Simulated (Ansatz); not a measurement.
Electronic density of states of amorphous In$_{9}$Ga$_{9}$Zn$_{9}$O$_{39}$Al$_{2}$, density 5.57 g/cm³, on a 2×2×2 Γ-centred mesh with a Gaussian width of 0.1 eV; energies count from the Fermi level, whose place inside the gap is arbitrary. Cell and mesh are small, so fine structure isn't converged. The numbers are results of PBE, scalar-relativistic without spin-orbit coupling (plane waves to 420 eV, PAW; Ansatz, a program for electronic structure), not measurements. Sampling: a 2×2×2 Γ-centred mesh; Fermi-Dirac width 0.02 eV; no spin polarisation. At PBE the levels at the filled edge of the gap are localised (band-tail or defect states).

A CHGNet melt-quench gave the starting glass, which DFT then relaxed. O atoms were pushed apart under 1.9 Å during the dynamics, to hinder bonds among them. The hot cell started wider than the set density and was brought back towards it in steps. It is the lowest in DFT energy of 2 quenches. It is a model cell: composition and starting density were chosen by hand, and all elements were melted together. No dispersion term was used. Its density started from a set value of 5.71 and ended at 5.57 g/cm³. Cooling (nominally 260 K/ps over its main leg) ran many orders faster than in experiment, which tends to leave more defects and strain. One small periodic cell is one sample of the glass; other quenches scatter about these values. Volume and shape were free in the relaxation.

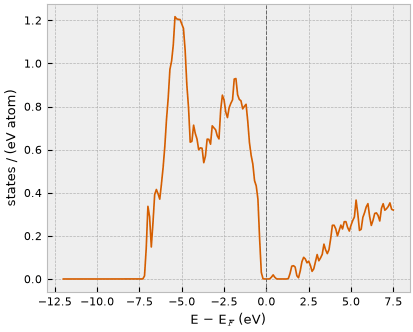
Figure. Density of states per atom

The level gap on this mesh is 0.82 eV; the broadening fills part of it in the curve.
